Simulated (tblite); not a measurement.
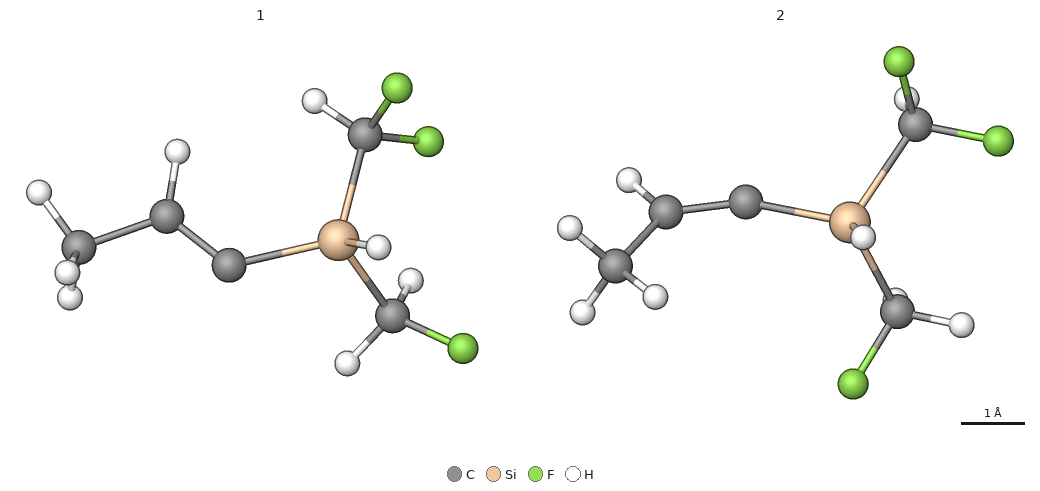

Two geometries of C5H8F3Si (multiplicity 2), drawn at one scale. One is the start of a relaxation, the other its converged end. Style: ball-and-stick. Shown at a tilt.

These are results of tblite, GFN2-xTB geometry optimisation, gas phase, not measurements. 

### Which one is relaxed?

Structure 2 is the relaxed one. An F atom moves most after the best rigid fit: 2.21 Å. By element the largest moves are F 2.21 Å, H 1.54 Å, C 1.29 Å, Si 0.34 Å. Among the contacts that change: C–Si 1.853 → 1.946 Å, C–Si 1.855 → 1.921 Å, C–F 1.395 → 1.363 Å, C–H 1.118 → 1.088 Å. Among the angles between lasting bonds that change: C–C–Si 127.4° → 153.7°, C–Si–C 115.6° → 105.8°, F–C–H 113.2° → 106.1°. Groups turn about C–C by about 175°, C–Si by about 150°, C–Si by about 75°. The energy falls by 21.3 kcal/mol in 153 geometry steps.
